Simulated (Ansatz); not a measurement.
Cl3GaH2O

Input

```
crystal:
  periodic: [false, false, false]
  atoms:
    - { symbol: Ga, position_ang: [0.107546, 0.28917, -0.049218] }
    - { symbol: Cl, position_ang: [0.02595, 0.415913, 2.163319] }
    - { symbol: Cl, position_ang: [1.95121, 0.651055, -1.062964] }
    - { symbol: Cl, position_ang: [-1.758094, 0.109727, -1.09139] }
    - { symbol: O, position_ang: [0.123259, -2.568156, 0.756438] }
    - { symbol: H, position_ang: [-0.81059, -2.761309, 0.541384] }
    - { symbol: H, position_ang: [0.051419, -2.0994, 1.628931] }
basis:
  gaussian: { orbitals: def2-SVP }
hamiltonian:
  xc: pbe
  dispersion: d4
relax:
  f_tol: 0.03
  max_steps: 50
output:
  orbitals: {}
```

Launched as:

```sh
ansatz run input.yaml --threads 4 --pin off --max-ram 5120MiB --backend cpu --events-out ev --progress --plain --runs-dir out
```

The fields are those of the run's last geometry, not of the input's.

Theory: RKS PBE-D4/def2-SVP (Ansatz 0.2.0).

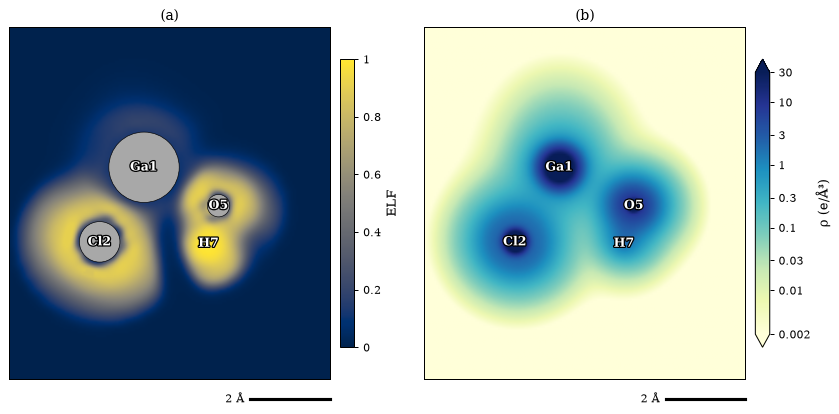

Figure 1. (a) electron localisation function; (b) total electron density on the plane of atoms Cl2, Ga1 and O5. Grey discs cover the atomic cores in the ELF map.

Q: Read the bonding off the picture.

A: Atoms in the plane: Ga, Cl, O and H. Ga–O (2.11 Å): ρ is about 0.43 e/Å³ halfway; the ELF peaks at about 0.90 in the valence shell of O, 0.6 Å from its nucleus, and is about 0.20 at the midpoint. Ga–Cl (2.18 Å): ρ at the midpoint is about 0.65 e/Å³; the ELF peaks at about 0.80 in the valence shell of Cl, 0.8 Å from its nucleus, and is about 0.55 at the midpoint. O–H (0.98 Å): ρ is about 3.6 e/Å³ halfway; the ELF climbs to about 1 towards the hydrogen, as it does in any bond to H; a covalent bond by its length. The ELF also peaks beside Cl2, away from the bonds: lone-pair regions.

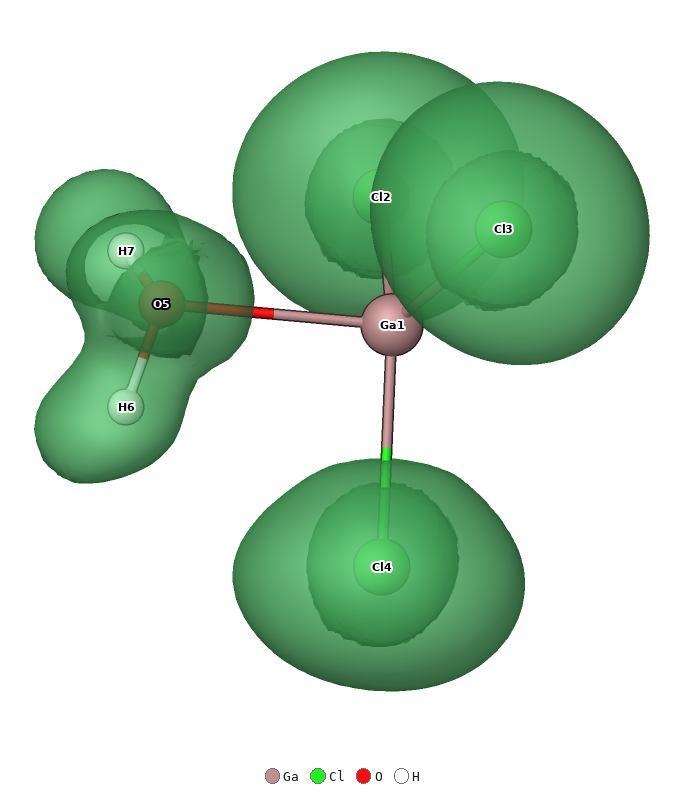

Figure 2. Isosurface of the electron localisation function at 0.75 (green), seen at a tilt. Core shells and regions of very low density are left out.

Q: Where are the electrons localised?

A: At this value the surface marks out three regions wrapped around Cl (the valence shell of each) and one joined region spread over several atoms (H, O), in which their bonds and any lone pairs are merged.


 Ga–Cl (2.15 Å): the ELF peaks at about 0.85 in the valence shell of Cl, 0.8 Å from its nucleus, and is about 0.55 at the midpoint.

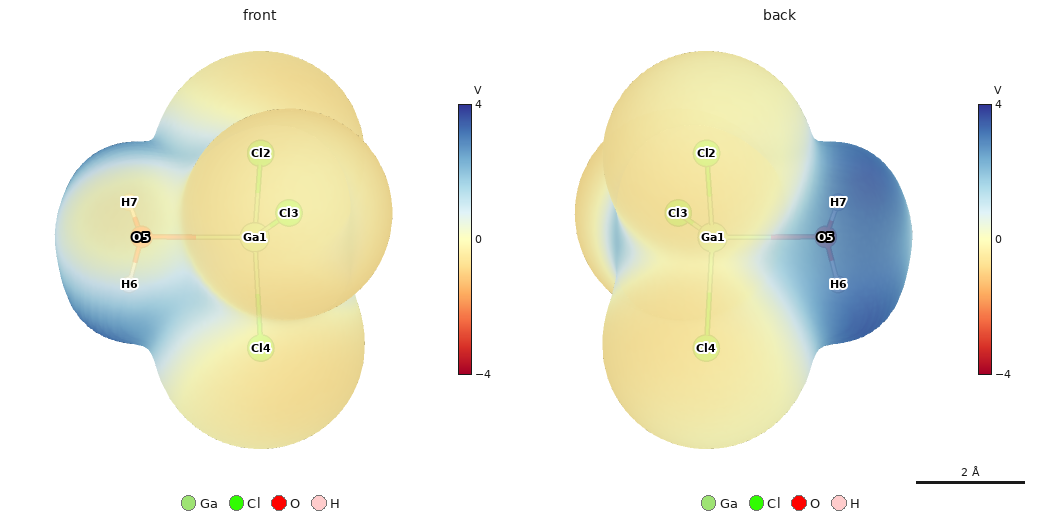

Figure 3. The electrostatic potential painted on the density surface at 0.002 e/bohr³, seen from the front and from behind; red is negative and blue positive.

Q: Describe the electrostatic potential map.

A: The most negative region (about −0.7 V) lies over Cl2 and Cl3, the most positive (about +3.4 V) over H6 and H7.
